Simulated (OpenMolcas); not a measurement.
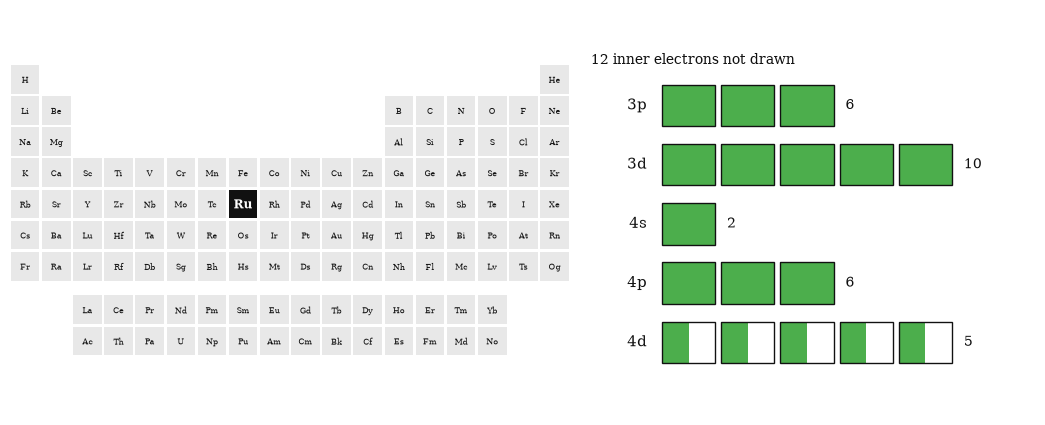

Left, the place of ruthenium in the periodic table; right, the outer shells of the leading configuration of the lowest level: a box for each of the 2l + 1 orbitals, shaded by the share of the shell that is filled, with the electron count at the right.

**Run report: Ru³⁺ complex, multiconfigurational calculation (part 1 of 2)**

System: Ru³⁺ with 6 ligands (OH; octahedron, 2.01 Å), neutralised by 6 outer point charges of +0.5 e, whose field is part of the energies.
Method: state-averaged CASSCF, active space 5 electrons in the shell 4d, basis ANO-RCC-VDZP on the metal and ANO-RCC-VDZP on the ligands, DKH2 scalar Hamiltonian, spin-orbit coupling by RASSI with atomic mean-field integrals (OpenMolcas).

## Output (extracts)
```
--- SEWARD ---
Basis set label: RU.ANO-RCC...6S5P3D1F.

      Electronic valence basis set:
      ------------------
      Associated Effective Charge  44.000000 au
      Associated Actual Charge     44.000000 au
      Nuclear Model: Point charge

      Shell  nPrim  nBasis  Cartesian Spherical Contaminant
         s      21       6        X
         p      18       5        X
         d      13       3                 X
         f       6       1                 X
                  Relativistic Douglas-Kroll-Hess integrals:
                    - DKH order of Hamiltonian: 2
                    - DKH order of Properties : 0
                  Atomic mean-field integrals
--- RASSCF ---
Wave function specifications:
      -----------------------------

      Number of closed shell electrons          96
      Number of electrons in active shells       5
      Max number of holes in RAS1 space          0
      Max nr of electrons in RAS3 space          0
      Number of inactive orbitals               48
      Number of active orbitals                  5
      Number of secondary orbitals             104
      Spin quantum number                      2.5
      State symmetry                             1
Orbital specifications:
      -----------------------

      Symmetry species                           1   2
                                                ag  au
      Frozen orbitals                            0   0
      Inactive orbitals                         24  24
      Active orbitals                            5   0
      RAS1 orbitals                              0   0
      RAS2 orbitals                              5   0
      RAS3 orbitals                              0   0
      Secondary orbitals                        49  55
      Deleted orbitals                           0   0
      Number of basis functions                 78  79
      Number of CSFs                             1
      Number of root(s) required                 1
      Iter CI   SX   CI       RASSCF       Energy    max ROT     max BLB   max BLB  Level Ln srch  Step   QN
          iter iter root      energy       change     param      element    value   shift minimum  type update
 Nr of preliminary CI iterations:   1
      Total energies have been shifted. Add                -4000.00 au
        1   1   11    1  -980.67256026    0.00E+00  -6.89E-02   27  33 1  1.98E-01*  0.91   0.00    SX    NO
        2   1   12    1  -980.92029211   -2.48E-01*  3.76E-02   16  40 1  5.81E-02*  0.74   0.00    SX    NO
        3   1   11    1  -980.96615796   -4.59E-02*  1.93E-02   19  30 1  2.58E-02*  0.70   0.00    SX    NO
        4   1   11    1  -980.97743263   -1.13E-02*  1.03E-02   19  30 1  1.67E-02*  0.70   0.00    SX    NO
        5   1   11    1  -980.98080969   -3.38E-03*  1.27E-02   19  30 1  1.03E-02*  0.70   2.36    LS   YES
        6   1   10    1  -980.98246154   -1.65E-03* -2.60E-03   27  33 1 -3.36E-03*  0.71   1.10    QN   YES
        7   1    9    1  -980.98261191   -1.50E-04* -1.95E-03   22  38 2  2.01E-03*  0.71   1.76    LS   YES
        8   1   10    1  -980.98264629   -3.44E-05*  6.19E-04   22  38 2  1.19E-03*  0.71   1.01    QN   YES
        9   1    9    1  -980.98266940   -2.31E-05*  4.61E-04   22  38 2  8.12E-04*  0.71   1.75    LS   YES
       10   1    9    1  -980.98267458   -5.18E-06* -4.27E-04    9  37 2  1.12E-03*  0.71   1.00    QN   YES
       11   1    8    1  -980.98268030   -5.72E-06*  4.42E-04   19  30 1 -3.28E-04*  0.71   2.04    LS   YES
       12   1    8    1  -980.98268230   -2.00E-06*  1.87E-04    9  37 2 -6.87E-04*  0.71   1.00    QN   YES
       13   1    8    1  -980.98268352   -1.22E-06* -2.98E-04   19  36 1 -2.06E-04*  0.71   1.51    QN   YES
       14   1    7    1  -980.98268404   -5.25E-07* -1.62E-04   19  36 1 -1.02E-04*  0.71   1.32    QN   YES
       15   1    7    1  -980.98268415   -1.05E-07*  7.85E-05    9  37 2  5.80E-05   0.71   1.42    QN   YES
       16   1    6    1  -980.98268418   -2.93E-08*  2.03E-05   20  38 1  1.88E-05   0.71   1.37    QN   YES
       17   1    5    1  -980.98268418   -6.41E-09  -6.95E-06   21  39 1 -8.40E-06   0.71   1.33    QN   YES
      Convergence after 17 iterations
       18   1    5    1  -980.98268419   -1.33E-09  -6.95E-06   19  36 1  6.12E-06   0.71   1.33    QN   YES
      Natural orbitals and occupation numbers for root  1
      sym 1:   1.000000   1.000000   1.000000   1.000000   1.000000
::    RASSCF root number  1 Total energy:  -4980.98268419
--- RASSCF ---
Wave function specifications:
      -----------------------------

      Number of closed shell electrons          96
      Number of electrons in active shells       5
      Max number of holes in RAS1 space          0
      Max nr of electrons in RAS3 space          0
      Number of inactive orbitals               48
      Number of active orbitals                  5
      Number of secondary orbitals             104
      Spin quantum number                      1.5
      State symmetry                             1
Orbital specifications:
      -----------------------

      Symmetry species                           1   2
                                                ag  au
      Frozen orbitals                            0   0
      Inactive orbitals                         24  24
      Active orbitals                            5   0
      RAS1 orbitals                              0   0
      RAS2 orbitals                              5   0
      RAS3 orbitals                              0   0
      Secondary orbitals                        49  55
      Deleted orbitals                           0   0
      Number of basis functions                 78  79
      Number of CSFs                            24
      Number of root(s) required                24
      Iter CI   SX   CI       RASSCF       Energy    max ROT     max BLB   max BLB  Level Ln srch  Step   QN
          iter iter root      energy       change     param      element    value   shift minimum  type update
 Nr of preliminary CI iterations:   1
      Total energies have been shifted. Add                -4000.00 au
        1   1   13    0  -980.84721066    0.00E+00  -7.99E-03   26  32 1 -1.56E-02*  0.67   0.00    SX    NO
        2   1   12    0  -980.84911283   -1.90E-03* -4.53E-03   26  32 1 -5.49E-03*  0.67   0.00    SX    NO
        3   1   12    0  -980.84974109   -6.28E-04* -3.41E-03   27  33 1 -3.51E-03*  0.67   0.00    SX    NO
        4   1   11    0  -980.84998391   -2.43E-04* -2.71E-03   27  33 1 -2.16E-03*  0.67   0.00    SX    NO
        5   1   11    0  -980.85008918   -1.05E-04* -3.97E-03   29  42 1  1.57E-03*  0.67   2.50    LS   YES
        6   1   10    0  -980.85017027   -8.11E-05* -1.72E-03   29  42 1  9.75E-04*  0.67   1.44    LS   YES
        7   1   10    0  -980.85017852   -8.24E-06*  1.15E-03   29  42 1  7.22E-04*  0.67   1.01    QN   YES
        8   1   10    0  -980.85018791   -9.40E-06*  1.72E-03   29  42 1  5.27E-04*  0.67   2.50    LS   YES
        9   1   10    0  -980.85019407   -6.16E-06*  6.63E-04   11  35 2 -6.89E-04*  0.67   1.16    QN   YES
       10   1    9    0  -980.85019617   -2.09E-06* -8.43E-05   28  34 1 -1.82E-04*  0.67   1.04    QN   YES
       11   1    9    0  -980.85019656   -3.91E-07* -1.10E-04   28  34 1 -1.06E-04*  0.67   2.31    LS   YES
       12   1    8    0  -980.85019674   -1.82E-07*  8.07E-05   21  30 1  4.67E-05   0.67   0.99    QN   YES
       13   1    8    0  -980.85019680   -5.53E-08*  6.40E-05   21  30 1  3.83E-05   0.67   1.79    LS   YES
       14   1    7    0  -980.85019681   -1.31E-08* -2.90E-05   21  30 1  3.17E-05   0.67   0.98    QN   YES
       15   1    6    0  -980.85019682   -1.32E-08*  1.90E-05   21  30 1  2.07E-05   0.67   1.79    QN   YES
       16   1    6    0  -980.85019683   -4.77E-09   6.06E-06   21  30 1  7.18E-06   0.67   1.15    QN   YES
      Convergence after 16 iterations
       17   1    6    0  -980.85019683   -5.72E-10   6.06E-06   21  36 1  4.19E-06   0.67   1.15    QN   YES
      Natural orbitals and occupation numbers for root  1
      sym 1:   1.001198   1.242309   0.249636   1.749203   0.757655
      Natural orbitals and occupation numbers for root  2
      sym 1:   1.748636   1.240909   0.759097   1.003197   0.248161
      Natural orbitals and occupation numbers for root  3
      sym 1:   1.495930   1.495930   0.504070   1.000000   0.504070
::    RASSCF root number  1 Total energy:  -4980.98426980
::    RASSCF root number  2 Total energy:  -4980.98426980
::    RASSCF root number  3 Total energy:  -4980.98329785
::    RASSCF root number  4 Total energy:  -4980.95928284
::    RASSCF root number  5 Total energy:  -4980.95846511
::    RASSCF root number  6 Total energy:  -4980.95846511
::    RASSCF root number  7 Total energy:  -4980.88183882
::    RASSCF root number  8 Total energy:  -4980.87880939
::    RASSCF root number  9 Total energy:  -4980.87880939
::    RASSCF root number 10 Total energy:  -4980.86452674
::    RASSCF root number 11 Total energy:  -4980.86452674
::    RASSCF root number 12 Total energy:  -4980.86274167
::    RASSCF root number 13 Total energy:  -4980.85538101
::    RASSCF root number 14 Total energy:  -4980.85538101
::    RASSCF root number 15 Total energy:  -4980.81924247
::    RASSCF root number 16 Total energy:  -4980.81688624
::    RASSCF root number 17 Total energy:  -4980.81508243
::    RASSCF root number 18 Total energy:  -4980.81508243
::    RASSCF root number 19 Total energy:  -4980.74228979
::    RASSCF root number 20 Total energy:  -4980.74228979
::    RASSCF root number 21 Total energy:  -4980.73936982
::    RASSCF root number 22 Total energy:  -4980.71488874
::    RASSCF root number 23 Total energy:  -4980.71488874
::    RASSCF root number 24 Total energy:  -4980.71463817
--- RASSCF ---
Wave function specifications:
      -----------------------------

      Number of closed shell electrons          96
      Number of electrons in active shells       5
      Max number of holes in RAS1 space          0
      Max nr of electrons in RAS3 space          0
      Number of inactive orbitals               48
      Number of active orbitals                  5
      Number of secondary orbitals             104
      Spin quantum number                      0.5
      State symmetry                             1
Orbital specifications:
      -----------------------

      Symmetry species                           1   2
                                                ag  au
      Frozen orbitals                            0   0
      Inactive orbitals                         24  24
      Active orbitals                            5   0
      RAS1 orbitals                              0   0
      RAS2 orbitals                              5   0
      RAS3 orbitals                              0   0
      Secondary orbitals                        49  55
      Deleted orbitals                           0   0
      Number of basis functions                 78  79
      Number of CSFs                            75
      Number of root(s) required                75
      Iter CI   SX   CI       RASSCF       Energy    max ROT     max BLB   max BLB  Level Ln srch  Step   QN
          iter iter root      energy       change     param      element    value   shift minimum  type update
 Nr of preliminary CI iterations:   1
      Total energies have been shifted. Add                -4000.00 au
        1   1   11    0  -980.77258854    0.00E+00   5.30E-03   25  31 1 -9.28E-03*  0.65   0.00    SX    NO
        2   1   11    0  -980.77332418   -7.36E-04* -3.55E-03   19  27 1  3.97E-03*  0.66   0.00    SX    NO
        3   1   10    0  -980.77358671   -2.63E-04* -2.32E-03   29  35 1 -2.26E-03*  0.65   0.00    SX    NO
        4   1   10    0  -980.77369813   -1.11E-04* -1.83E-03   27  44 1  1.48E-03*  0.65   0.00    SX    NO
        5   1   10    0  -980.77375121   -5.31E-05* -2.71E-03   27  44 1  1.19E-03*  0.65   2.50    LS   YES
        6   1    9    0  -980.77379651   -4.53E-05* -1.76E-03   27  44 1  7.53E-04*  0.65   1.66    LS   YES
        7   1    9    0  -980.77380492   -8.41E-06*  8.21E-04   17  29 1 -5.03E-04*  0.65   1.01    QN   YES
        8   1    9    0  -980.77381087   -5.95E-06*  1.22E-03   25  31 1  4.25E-04*  0.65   2.50    LS   YES
        9   1    9    0  -980.77381460   -3.73E-06*  3.79E-04   11  35 2 -5.66E-04*  0.65   1.11    QN   YES
       10   1    8    0  -980.77381585   -1.25E-06* -5.24E-05   25  31 1 -1.51E-04*  0.65   1.00    QN   YES
       11   1    8    0  -980.77381606   -2.13E-07* -7.63E-05   25  31 1 -7.95E-05   0.65   2.46    LS   YES
       12   1    7    0  -980.77381618   -1.12E-07*  3.50E-05   29  35 1  3.60E-05   0.65   0.97    QN   YES
       13   1    7    0  -980.77381620   -2.73E-08*  3.07E-05   21  30 1  2.61E-05   0.65   1.97    QN   YES
       14   1    6    0  -980.77381622   -1.46E-08*  8.52E-06   21  30 1  1.39E-05   0.65   1.14    QN   YES
       15   1    6    0  -980.77381622   -1.53E-09   8.29E-06   21  30 1  7.54E-06   0.65   1.79    QN   YES
      Convergence after 15 iterations
       16   1    6    0  -980.77381622   -6.98E-10   8.29E-06   21  36 1  3.06E-06   0.65   1.79    QN   YES
      Natural orbitals and occupation numbers for root  1
      sym 1:   1.982982   1.978781   0.013660   1.006098   0.018479
      Natural orbitals and occupation numbers for root  2
      sym 1:   1.982395   1.006063   0.012041   1.979381   0.020119
      Natural orbitals and occupation numbers for root  3
      sym 1:   1.984902   1.984902   0.014737   1.000722   0.014737
::    RASSCF root number  1 Total energy:  -4981.03411266
::    RASSCF root number  2 Total energy:  -4981.03411266
::    RASSCF root number  3 Total energy:  -4981.03113331
::    RASSCF root number  4 Total energy:  -4980.93690675
::    RASSCF root number  5 Total energy:  -4980.93690675
::    RASSCF root number  6 Total energy:  -4980.93642480
::    RASSCF root number  7 Total energy:  -4980.93294714
::    RASSCF root number  8 Total energy:  -4980.92475919
::    RASSCF root number  9 Total energy:  -4980.92368767
::    RASSCF root number 10 Total energy:  -4980.92368767
::    RASSCF root number 11 Total energy:  -4980.91523295
::    RASSCF root number 12 Total energy:  -4980.91523295
::    RASSCF root number 13 Total energy:  -4980.89435121
::    RASSCF root number 14 Total energy:  -4980.89435121
::    RASSCF root number 15 Total energy:  -4980.89288517
::    RASSCF root number 16 Total energy:  -4980.88862449
::    RASSCF root number 17 Total energy:  -4980.88675804
::    RASSCF root number 18 Total energy:  -4980.88675804
::    RASSCF root number 19 Total energy:  -4980.87346750
::    RASSCF root number 20 Total energy:  -4980.85124119
::    RASSCF root number 21 Total energy:  -4980.85124119
::    RASSCF root number 22 Total energy:  -4980.83450474
::    RASSCF root number 23 Total energy:  -4980.82523641
::    RASSCF root number 24 Total energy:  -4980.82523641
::    RASSCF root number 25 Total energy:  -4980.82514808
::    RASSCF root number 26 Total energy:  -4980.81247822
::    RASSCF root number 27 Total energy:  -4980.81247822
::    RASSCF root number 28 Total energy:  -4980.80323023
::    RASSCF root number 29 Total energy:  -4980.80323023
::    RASSCF root number 30 Total energy:  -4980.80299055
```

(Continued in part 2.) Outcome of the run: converged.
